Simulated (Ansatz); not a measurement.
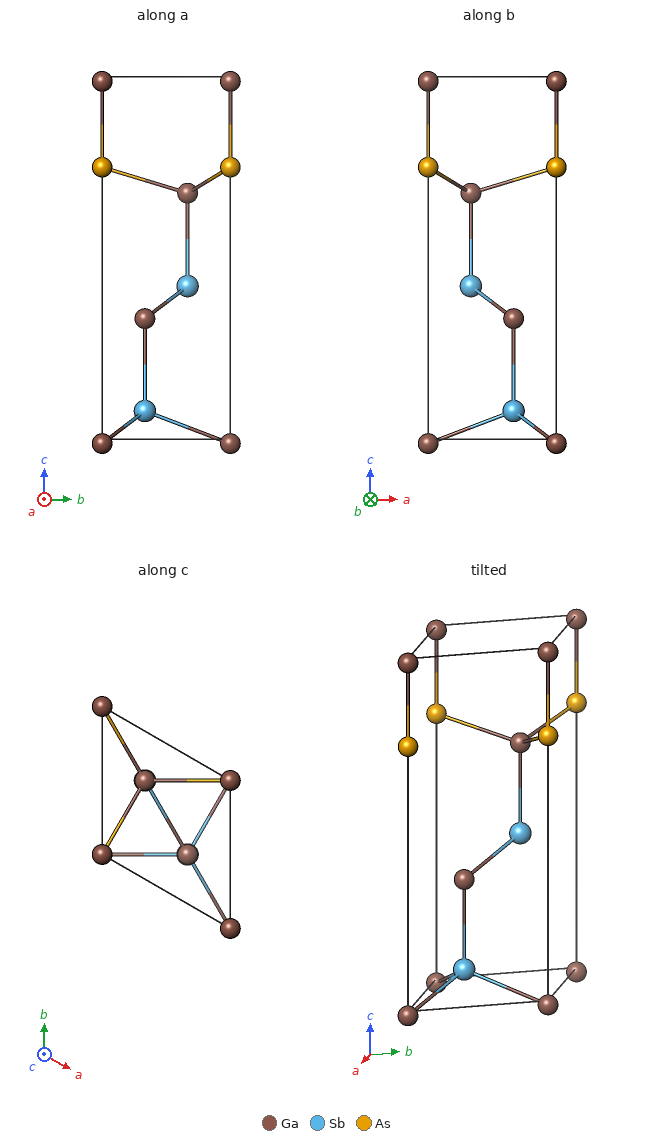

Ball-and-stick representation of a periodic structure, projected along the a axis, along the b axis, along the c axis and slightly off an axis. Atoms at the boundary of the conventional unit cell (the box) are drawn once for each face, edge or corner they touch.

Lattice parameters: a = 4.2906 Å, b = 4.2906 Å, c = 10.5021 Å, α = 90.000°, β = 90.000°, γ = 120.000°.

Reconstruct the structure as a CIF in P1 with every atom of the cell, with free fractional coordinates to two decimals.

Answer.
```cif
data_structure
_symmetry_space_group_name_H-M 'P 1'
_symmetry_Int_Tables_number 1
_cell_length_a 4.2906
_cell_length_b 4.2906
_cell_length_c 10.5021
_cell_angle_alpha 90.000
_cell_angle_beta 90.000
_cell_angle_gamma 120.000
_cell_volume 167.43
loop_
_atom_site_label
_atom_site_type_symbol
_atom_site_fract_x
_atom_site_fract_y
_atom_site_fract_z
_atom_site_occupancy
Ga1 Ga 0.00 0.00 0.99 1
Ga2 Ga 0.6667 0.3333 0.33 1
Ga3 Ga 0.3333 0.6667 0.68 1
Sb1 Sb 0.6667 0.3333 0.08 1
Sb2 Sb 0.3333 0.6667 0.42 1
As1 As 0.00 0.00 0.75 1
```

Its origin is a structure type filled with these elements by a generator (whether the compound takes this form wasn't checked). Atoms and cell were optimised with DFT PBE, scalar-relativistic, plane waves, PAW (Ansatz 0.2.0).
